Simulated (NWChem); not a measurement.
**One shape, several levels: C2H5FSSi (SMILES F[Si]1(S)CC1)**

Wanted: a comparison of 4 runs (HF/STO-3G, HF/3-21G, B3LYP/6-31G*) of C2H5FSSi. 

The calculation is run with NWChem 7.3.0.

### Step 1. The structure to begin with

C2H5FSSi: 10 atoms, total charge 0, spin state singlet. As SMILES, `F[Si]1(S)CC1`. The coordinates come from a PBE0-D4/def2-TZVP relaxation. This is one conformer, not always the lowest.

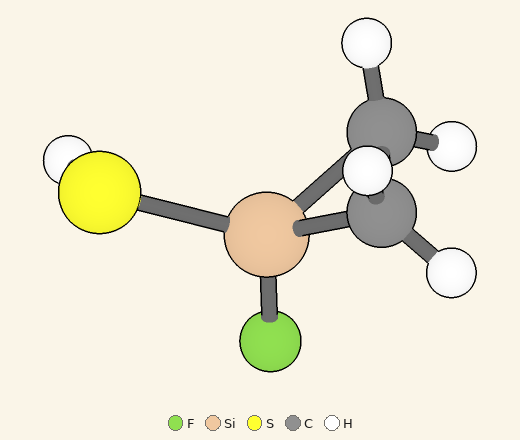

Viewed from a chosen angle; fluorine green, silicon light orange, sulfur yellow, carbon grey, hydrogen white.

### Step 2. Energy and forces at HF/STO-3G (run 1)

c2h5fssi.xyz reads:

```xyz
10
C2H5FSSi
F     -1.064600    -0.948600     1.695800
Si     0.019400    -0.446800     0.640400
S      1.980200    -0.925800     1.235500
C     -0.398400    -0.421600    -1.124400
C     -0.400600     0.986000    -0.393300
H      1.971300    -0.107200     2.303100
H     -1.376100    -0.764700    -1.449800
H      0.362300    -0.556700    -1.886300
H     -1.377500     1.451900    -0.303900
H      0.367200     1.682100    -0.714300
```

run.py reads:

```python
from ase.io import read
from ase.calculators.nwchem import NWChem

atoms = read('c2h5fssi.xyz')

calc = NWChem(
    label='c2h5fssi',
    theory='scf',
    memory='2200 mb',
    basis='STO-3G',
    basispar='spherical bse',
    scf={'nopen': '0', 'rhf': None, 'thresh': '1e-08', 'maxiter': '80'},
)
atoms.calc = calc

forces = atoms.get_forces()
print(f"energy = {atoms.get_potential_energy():.6f} eV")
print("forces (eV/A):")
for s, f in zip(atoms.symbols, forces):
    print(f"{s:2s} {f[0]:10.5f} {f[1]:10.5f} {f[2]:10.5f}")
print("dipole (e A):", atoms.get_dipole_moment().round(4))
```

The run is started by

```console
$ export ASE_NWCHEM_COMMAND="nwchem PREFIX.nwi > PREFIX.nwo"
$ python run.py
```

What it wrote:

```text
energy = -23253.034137 eV
forces (eV/A):
F    -0.77663   -0.32710    0.60220
Si    0.82013    0.45354   -1.27084
S    -0.17854    0.51962    0.47745
C    -0.20528    0.51792    0.61634
C     0.12326   -0.77930   -0.10572
H     0.08042   -0.36906   -0.44274
H     0.29629    0.12151   -0.03492
H    -0.20507    0.02741    0.18810
H     0.29881   -0.04793   -0.05374
H    -0.25341   -0.11663    0.02381
dipole (e A): [0.0495 0.1112 0.1167]
```

The calculator wrote c2h5fssi.nwi:

```
title "c2h5fssi"

permanent_dir c2h5fssi

scratch_dir c2h5fssi

start c2h5fssi

geometry units angstrom nocenter noautosym noautoz
  F  -1.0646000000000000e+00 -9.4860000000000000e-01 1.6958000000000000e+00
  Si 1.9400000000000001e-02 -4.4679999999999997e-01 6.4039999999999997e-01
  S  1.9802000000000000e+00 -9.2579999999999996e-01 1.2355000000000000e+00
  C  -3.9839999999999998e-01 -4.2159999999999997e-01 -1.1244000000000001e+00
  C  -4.0060000000000001e-01 9.8599999999999999e-01 -3.9329999999999998e-01
  H  1.9713000000000001e+00 -1.0720000000000000e-01 2.3031000000000001e+00
  H  -1.3761000000000001e+00 -7.6470000000000005e-01 -1.4498000000000000e+00
  H  3.6230000000000001e-01 -5.5669999999999997e-01 -1.8863000000000001e+00
  H  -1.3774999999999999e+00 1.4519000000000000e+00 -3.0390000000000000e-01
  H  3.6720000000000003e-01 1.6820999999999999e+00 -7.1430000000000005e-01
end

memory 2200 mb

basis spherical bse noprint
   * library STO-3G
end

scf
  nopen 0
  rhf
  thresh 1e-08
  maxiter 80
end

task scf gradient
```

c2h5fssi.nwo (excerpt; [...] marks lines left out):

```text
[...]
      One-electron energy =  -1767.088455607249
[... 1 line left out ...]
 Nuclear repulsion energy =    290.173604728819
[... 46 lines left out ...]
                       ROHF Final Molecular Orbital Analysis
[... 223 lines left out ...]
     1   1 0 0      0.093521      0.000000     33.120472
[...]
  wavefunction    =   RHF
                         RHF ENERGY GRADIENTS
    atom               coordinates                        gradient
                 x          y          z           x          y          z
   1 F      -2.011802  -1.792594   3.204597    0.015103   0.006361  -0.011711
   2 Si      0.036661  -0.844330   1.210181   -0.015949  -0.008820   0.024714
   3 S       3.742035  -1.749508   2.334756    0.003472  -0.010105  -0.009285
[... 6 lines of this table left out ...]
  10 H       0.693907   3.178708  -1.349831    0.004928   0.002268  -0.000463
[...]
```

It took 4.8 s on 1 thread of Intel Xeon Platinum 8559C (Emerald Rapids), shared host; peak memory 0.097 GiB.

### Step 3. Energy and forces at HF/3-21G (run 2)

mol.nw reads:

```
START mol
TITLE "C2H5FSSi"
memory total 2200 mb
charge 0

GEOMETRY units angstroms noautosym nocenter noautoz
  F     -1.064600    -0.948600     1.695800
  Si     0.019400    -0.446800     0.640400
  S      1.980200    -0.925800     1.235500
  C     -0.398400    -0.421600    -1.124400
  C     -0.400600     0.986000    -0.393300
  H      1.971300    -0.107200     2.303100
  H     -1.376100    -0.764700    -1.449800
  H      0.362300    -0.556700    -1.886300
  H     -1.377500     1.451900    -0.303900
  H      0.367200     1.682100    -0.714300
END

BASIS spherical bse
  * library 3-21G
END

SCF
  thresh 1e-08
  maxiter 80
  print low
END

TASK scf gradient
```

The run is started by

```console
$ nwchem mol.nw > mol.out
```

What it wrote:

```text
[...]
  functions       =    63
[...]
  wavefunction    = RHF
[...]
         Total SCF energy =   -860.113028932344
      One-electron energy =  -1767.163842752651
      Two-electron energy =    616.877209091488
 Nuclear repulsion energy =    290.173604728820
        Time for solution =      3.3s
[...]
                         RHF ENERGY GRADIENTS
    atom               coordinates                        gradient
                 x          y          z           x          y          z
   1 F      -2.011802  -1.792594   3.204597    0.020174   0.010115  -0.021833
   2 Si      0.036661  -0.844330   1.210181    0.003314   0.000178   0.014792
   3 S       3.742035  -1.749508   2.334756   -0.021413   0.003158  -0.009996
   4 C      -0.752867  -0.796708  -2.124808    0.006149   0.011573   0.025416
   5 C      -0.757024   1.863270  -0.743229    0.003632  -0.028451   0.005398
   6 H       3.725217  -0.202579   4.352228   -0.008992  -0.000084  -0.005928
   7 H      -2.600452  -1.445073  -2.739725   -0.006184  -0.002391  -0.001665
   8 H       0.684648  -1.052010  -3.564590    0.004541  -0.001164  -0.005123
   9 H      -2.603098   2.743693  -0.574288   -0.006323   0.002759   0.000175
  10 H       0.693907   3.178708  -1.349831    0.005102   0.004307  -0.001235
[...]
```

It took 5.1 s on 1 thread of Intel Xeon Platinum 8559C (Emerald Rapids), shared host; peak memory 0.098 GiB.

Run 3 isn't shown in full; the table further down has it.

### Step 4. Energy and gradient at B3LYP/6-31G(d) (Cartesian functions) (run 4)

run.py reads:

```python
from ase import Atoms
from ase.calculators.nwchem import NWChem

molecule = Atoms(['F', 'Si', 'S', 'C', 'C', 'H', 'H', 'H', 'H', 'H'], positions=[
    [-1.064600, -0.948600, 1.695800],
    [0.019400, -0.446800, 0.640400],
    [1.980200, -0.925800, 1.235500],
    [-0.398400, -0.421600, -1.124400],
    [-0.400600, 0.986000, -0.393300],
    [1.971300, -0.107200, 2.303100],
    [-1.376100, -0.764700, -1.449800],
    [0.362300, -0.556700, -1.886300],
    [-1.377500, 1.451900, -0.303900],
    [0.367200, 1.682100, -0.714300],
])

calc = NWChem(
    label='mol',
    theory='dft',
    memory='2200 mb',
    basis='6-31G*',
    dft={'xc': 'b3lyp', 'mult': '1', 'grid': 'fine', 'convergence': 'energy 1e-08', 'iterations': '100', 'mulliken': None},
)
molecule.calc = calc

forces = molecule.get_forces()
print("Total energy (eV):", round(molecule.get_potential_energy(), 6))
print("forces (eV/A):")
for s, f in zip(molecule.symbols, forces):
    print(f"{s:2s} {f[0]:10.5f} {f[1]:10.5f} {f[2]:10.5f}")
print("dipole (e A):", molecule.get_dipole_moment().round(4))
```

The run is started by

```console
$ export ASE_NWCHEM_COMMAND="nwchem PREFIX.nwi > PREFIX.nwo"
$ python run.py
```

What it wrote:

```text
Total energy (eV): -23586.582826
forces (eV/A):
F    -0.54297   -0.24724    0.53392
Si    0.23053   -0.01728   -0.15997
S     0.37991   -0.15262    0.02448
C    -0.05533   -0.14383   -0.27017
C    -0.04206    0.32488   -0.06469
H     0.09940    0.08860    0.18497
H    -0.10079   -0.03502   -0.06855
H     0.06891   -0.01532   -0.12064
H    -0.10182    0.08464   -0.00057
H     0.06412    0.11318   -0.05883
dipole (e A): [ 0.0092  0.2669 -0.0978]
```

The calculator wrote mol.nwi:

```
title "mol"

permanent_dir mol

scratch_dir mol

start mol

geometry units angstrom nocenter noautosym noautoz
  F  -1.0646000000000000e+00 -9.4860000000000000e-01 1.6958000000000000e+00
  Si 1.9400000000000001e-02 -4.4679999999999997e-01 6.4039999999999997e-01
  S  1.9802000000000000e+00 -9.2579999999999996e-01 1.2355000000000000e+00
  C  -3.9839999999999998e-01 -4.2159999999999997e-01 -1.1244000000000001e+00
  C  -4.0060000000000001e-01 9.8599999999999999e-01 -3.9329999999999998e-01
  H  1.9713000000000001e+00 -1.0720000000000000e-01 2.3031000000000001e+00
  H  -1.3761000000000001e+00 -7.6470000000000005e-01 -1.4498000000000000e+00
  H  3.6230000000000001e-01 -5.5669999999999997e-01 -1.8863000000000001e+00
  H  -1.3774999999999999e+00 1.4519000000000000e+00 -3.0390000000000000e-01
  H  3.6720000000000003e-01 1.6820999999999999e+00 -7.1430000000000005e-01
end

memory 2200 mb

basis noprint
   * library 6-31G*
end

dft
  xc b3lyp
  mult 1
  grid fine
  convergence energy 1e-08
  iterations 100
  mulliken
end

task dft gradient
```

mol.nwo (excerpt; [...] marks lines left out):

```text
[...]
         Total DFT energy =     -866.790938370331
[...]
  wavefunction    = closed shell
                         DFT ENERGY GRADIENTS
    atom               coordinates                        gradient
                 x          y          z           x          y          z
   1 F      -2.011802  -1.792594   3.204597    0.010559   0.004808  -0.010383
   2 Si      0.036661  -0.844330   1.210181   -0.004483   0.000336   0.003111
   3 S       3.742035  -1.749508   2.334756   -0.007388   0.002968  -0.000476
[... 6 lines of this table left out ...]
  10 H       0.693907   3.178708  -1.349831   -0.001247  -0.002201   0.001144
[...]
```

Run time: 32 s. Hardware: 1 thread of Intel Xeon Platinum 8559C (Emerald Rapids), shared host; peak memory 0.13 GiB.

### Step 5. All runs side by side

```
run                               level  iteration cap  module  energy (Eh)  dipole moment (D)  largest force (eV/Å)  wall time
  1                           HF/STO-3G             80     scf  -854.533250               0.81                 1.579      4.8 s
  2                            HF/3-21G             80     scf  -860.113029                  –                 1.615      5.1 s
  3  B3LYP/6-31G* (spherical functions)            100     dft  -866.783668               1.36                 0.863       52 s
  4  B3LYP/6-31G* (Cartesian functions)            100     dft  -866.790938               1.37                 0.801       32 s
```

### Step 6. Results

```
                       quantity          value
            run 4: total energy  -866.79094 Eh
           run 4: dipole moment         1.37 D
             run 4: HOMO energy       -6.81 eV
             run 4: LUMO energy        0.30 eV
           run 4: HOMO–LUMO gap        7.11 eV
run 4: largest force on an atom     0.801 eV/Å
```

Over runs 1, 3, 4 the dipole moment (its size) runs from 0.81 D (HF/STO-3G) to 1.37 D (B3LYP/6-31G*). The two ends differ in method and basis. In run 1 the basis is minimal, so the values are rough. All runs together took 94 s, the longest 52 s.
